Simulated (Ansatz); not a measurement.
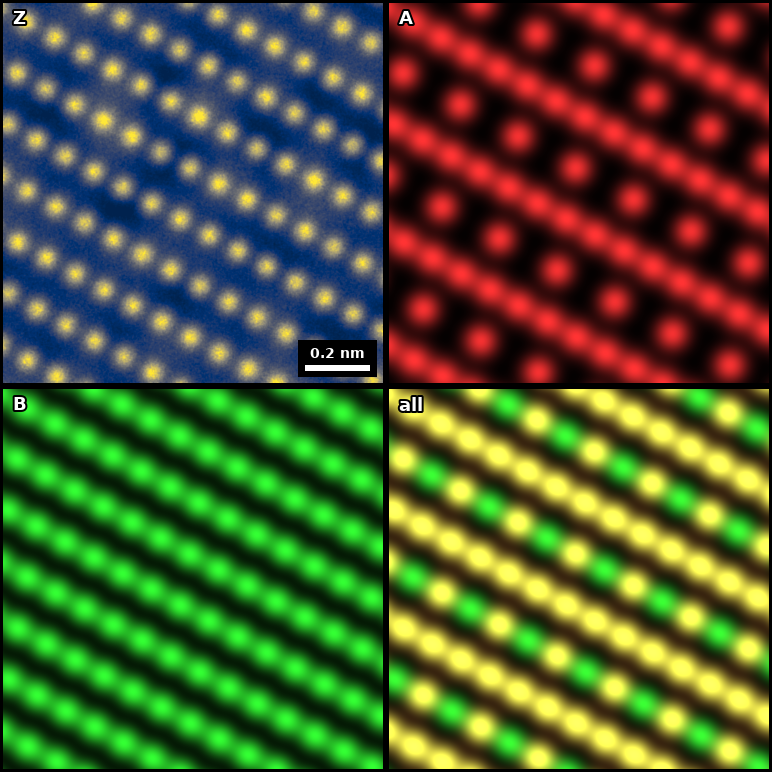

Nb$_{4}$O$_{3}$ (Pm-3m, No. 221) along [221]. Panel Z: Simulated incoherent Z contrast: every atom adds Z^1.7 spread by a probe of 0.57 Å full width; channelling and multiple scattering are left out. Shot noise and the speckle of an amorphous layer were added. The other panels are simulated element maps (the number of atoms of one element along the beam, blurred by 0.9 Å; each on its own scale, no channelling); the last overlays them. Structure used: the geometry relaxed with DFT PBE, scalar-relativistic, plane waves, PAW in Ansatz; the starting structure was generated, so it need not be a known form of this composition.

```
Nb O
1.0
     4.40320    0.00000    0.00000
     0.00000    4.40320    0.00000
     0.00000    0.00000    4.40320
Nb O
4 3
Cartesian
  2.2016 2.2016 2.2016
  2.2016 0.0000 0.0000
  0.0000 2.2016 0.0000
  0.0000 0.0000 2.2016
  2.2016 2.2016 0.0000
  0.0000 2.2016 2.2016
  2.2016 0.0000 2.2016
```

Which element does each lettered map show?

A: O, B: Nb. The projected cell (2.08 × 3.28 Å, 108°) holds 4 columns: 3 of Nb + O and 1 of Nb. Columns shared by several elements: Nb + O.
